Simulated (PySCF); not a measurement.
# C5H19ClF2O4Si6: what the fields show

Input

```
{"job": {"xc": "mPW1PW91", "basis": "6-31G*", "kind": "nmr", "pop": true}, "charge": 0, "multiplicity": 1}
C      1.690178     2.376586     2.238319
C      0.860332     1.353374     2.097994
Si     1.268840    -0.432527     2.482569
F      0.105152    -1.036611     3.424039
O      1.202404    -1.417731     1.203721
Si     1.657482    -1.847134    -0.281325
Cl     3.098169    -3.205730    -0.101351
O      2.332348    -0.630974    -1.081157
Si     2.149708     0.951145    -1.467430
Si     2.527238     1.045668    -3.725243
O      0.635449     1.413178    -1.123531
Si    -0.945924     1.053257    -1.212725
C     -1.381728     0.329651    -2.904116
O     -1.277805    -0.033875    -0.055407
Si    -2.428461    -0.808692     0.791415
C     -1.969792    -2.618614     1.060706
C     -2.919848     0.185966     2.323388
F     -3.714340    -0.778162    -0.212066
H      1.405919     3.386049     1.984917
H      2.692617     2.252471     2.616188
H     -0.130903     1.548596     1.707197
H      2.517160    -0.681622     3.183360
H      0.491379    -2.357331    -0.964795
H      2.934171     1.681061    -0.470597
H      3.957287     1.149486    -4.049533
H      1.899110     2.222954    -4.346316
H      2.033661    -0.104799    -4.504245
H     -1.569590     2.326485    -0.865627
H     -2.437304     0.082471    -2.958759
H     -0.820648    -0.583058    -3.094722
H     -1.158509     1.025238    -3.707490
H     -1.013877    -2.708018     1.563970
H     -1.905023    -3.157881     0.119662
H     -2.715175    -3.115802     1.673892
H     -2.172351     0.111103     3.105839
H     -3.858039    -0.177966     2.731396
H     -3.051203     1.238207     2.084021
```

Command:

```sh
OMP_NUM_THREADS=1 python ens_run.py task.json out
```

Geometry: GFN2-xTB.

Computed with mPW1PW91/6-31G*, SCF density, gas phase, non-relativistic in PySCF 2.14.0.

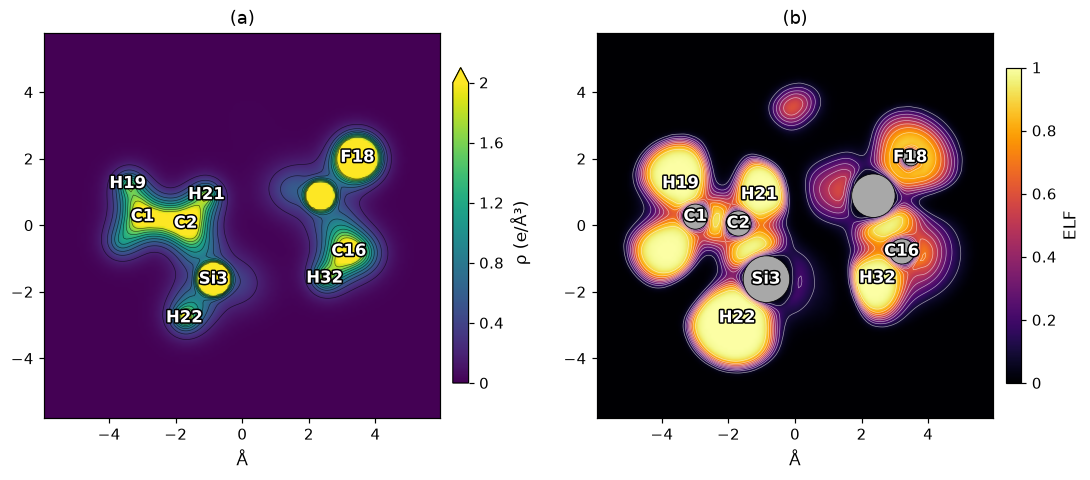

Figure 1. (a) electron density; (b) electron localisation function on the plane of atoms C2, Si3 and H22. Grey discs cover the atomic cores in the ELF map.

Q: What does the map show?

A: Atoms in the plane: C, Si, F and H. C–C (1.32 Å): ρ is about 2.3 e/Å³ halfway; the ELF peaks at about 0.95 between the atoms; a short, multiple covalent bond. C–Si (1.87 Å): the density is about 0.99 e/Å³ at the midpoint; the ELF peaks at about 1 between the atoms: localised, covalent bonding. C–H (1.08 Å): the density is about 2 e/Å³ at the midpoint; the ELF climbs to about 1 towards the hydrogen, as it does in any bond to H; a covalent bond by its length. The ELF also peaks beside F18, away from the bonds: lone-pair regions.

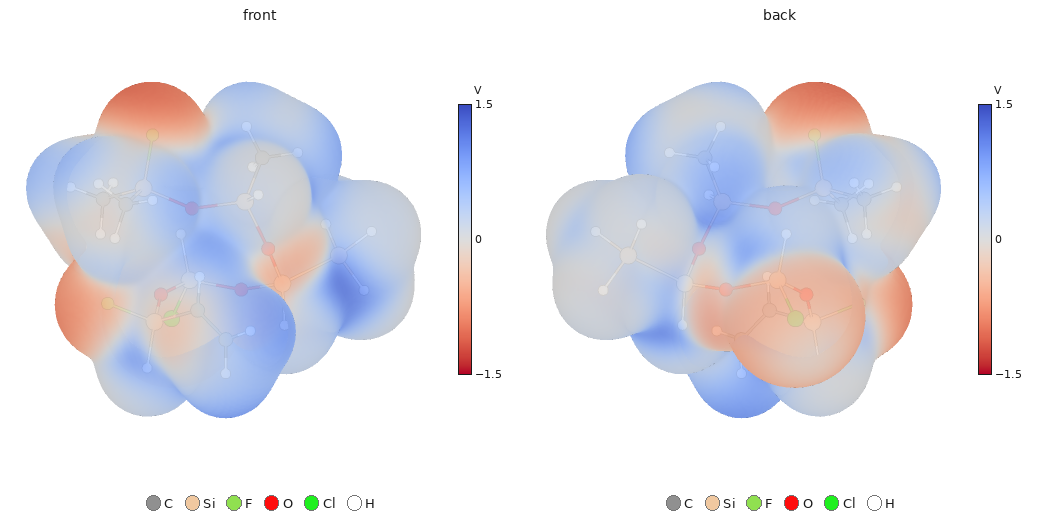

Figure 2. The molecular electrostatic potential painted on the density surface at 0.001 e/bohr³, seen from the front and from behind; the colour scale runs from red (negative) to blue (positive).

Q: Which sites attract a positive test charge, and which a negative one?

A: A positive charge is drawn to the negative regions and a negative charge to the positive ones. The most negative region (about −1.0 V) lies over F18, the most positive (about +1.1 V) over Si3, Si9 and Si10.

Q: What dipole moment does the calculation give?

A: Its dipole moment is 2.40 D.
